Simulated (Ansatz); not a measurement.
## Electronic structure of C$_{2}$H$_{7}$ClGe (SMILES C[CH](Cl)[GeH3]) in real space

Input file:

```
crystal:
  periodic: [false, false, false]
  atoms:
    - { symbol: C, position_ang: [-0.585, 1.2116, 0.1735] }
    - { symbol: C, position_ang: [0.5396, 0.3856, -0.2654] }
    - { symbol: Cl, position_ang: [0.01537, -0.62663, -1.59532] }
    - { symbol: Ge, position_ang: [2.01241, 1.44887, -0.88509] }
    - { symbol: H, position_ang: [-1.5166, 1.0279, -0.4894] }
    - { symbol: H, position_ang: [-0.3741, 2.3453, 0.0396] }
    - { symbol: H, position_ang: [-0.8644, 1.0679, 1.2293] }
    - { symbol: H, position_ang: [0.89103, -0.30778, 0.55429] }
    - { symbol: H, position_ang: [3.14796, 0.63543, -1.37191] }
    - { symbol: H, position_ang: [2.46601, 2.41037, 0.30347] }
    - { symbol: H, position_ang: [1.51143, 2.43577, -2.03447] }
basis:
  gaussian: { orbitals: def2-mTZVP }
hamiltonian:
  xc: pbe
relax:
  f_tol: 0.015
  max_steps: 40
output:
  orbitals: {}
```

Launched as:

```sh
ansatz run input.yaml --threads 2 --pin off --max-ram 3072MiB --backend cpu --events-out ev --progress --plain --runs-dir out
```

The fields are those of the relaxed geometry.

These are results of RKS PBE/def2-mTZVP in Ansatz 0.2.0, not measurements.

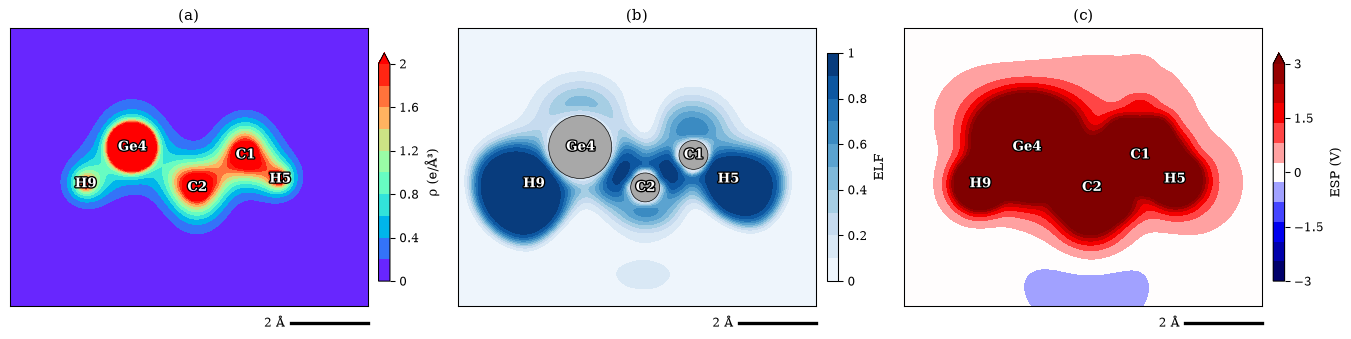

Figure 1. (a) total electron density; (b) electron localisation function; (c) molecular electrostatic potential on the plane of atoms C2, C1 and H5. Grey discs cover the atomic cores in the ELF map.

**Describe what can be read from this map.**

- The plane passes through C, Ge and H nuclei.
- C–C (1.52 Å): ρ at the midpoint is about 1.6 e/Å³; the ELF peaks at about 0.95 between the atoms, as expected for a shared electron pair.
- C–Ge (1.99 Å): ρ at the midpoint is about 0.81 e/Å³; the ELF peaks at about 0.95 in the valence shell of C, 0.7 Å from its nucleus, and is about 0.70 at the midpoint.
- C–H (1.10 Å): ρ is about 1.9 e/Å³ halfway; the ELF climbs to about 1 towards the hydrogen, as it does in any bond to H (a covalent bond by its length).
- Ge–H (1.55 Å): the density is about 1 e/Å³ at the midpoint; the ELF climbs to about 1 towards the hydrogen.
- Outside the dense part of the molecule the potential is most negative (−0.4 V) near Cl3, which lies off the plane.

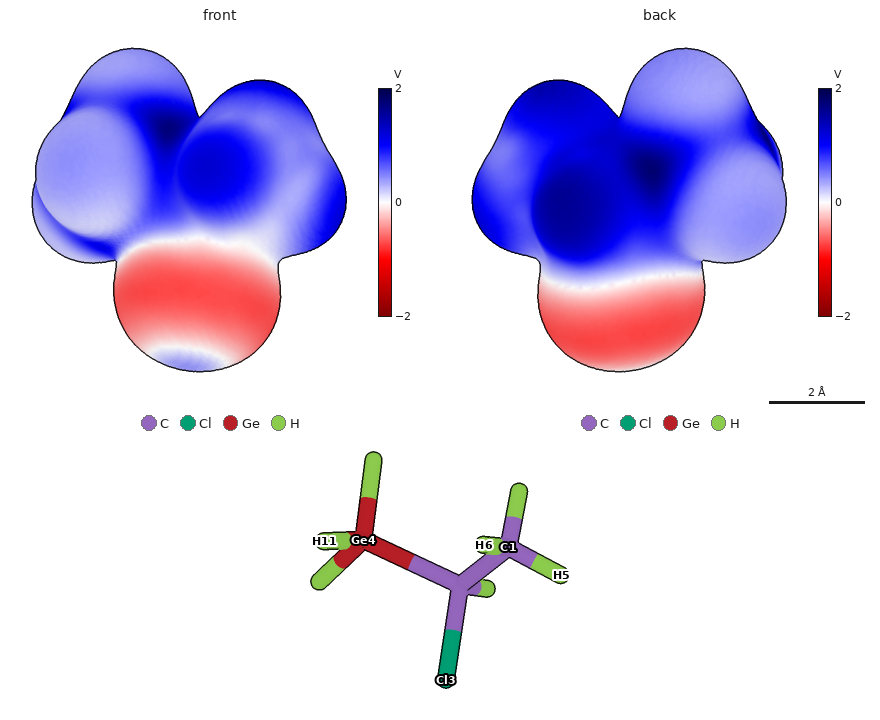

Figure 2. The electrostatic potential painted on the density surface at 0.004 e/bohr³, seen from the front and from behind; the colour scale runs from red (negative) to blue (positive). The bare structure is drawn below in the same view.

**Where is the surface potential most negative and most positive?**

The most negative region (about −0.7 V) lies over Cl3, the most positive (about +1.7 V) over Ge4. Cl3 shows a σ-hole: about +0.4 V at the tip opposite its bond, against about −0.6 V on its flanks.

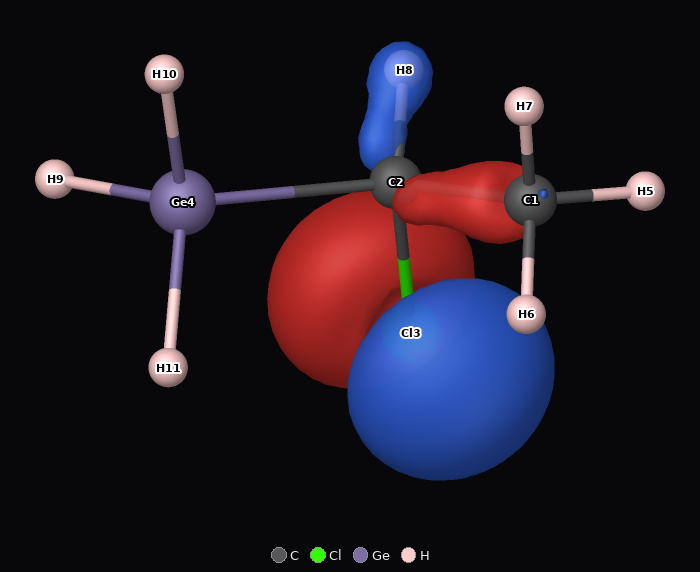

Figure 3. The HOMO−1 at ±0.2 Å⁻³ᐟ² (red and blue are the two phases), seen from one side.

**Describe this orbital and give its energy.**

Its weight (Hirshfeld) is mainly on Cl3 (about 85 %) and C2 (about 5 %); largely a lone pair of Cl3. Its energy is −7.06 eV.
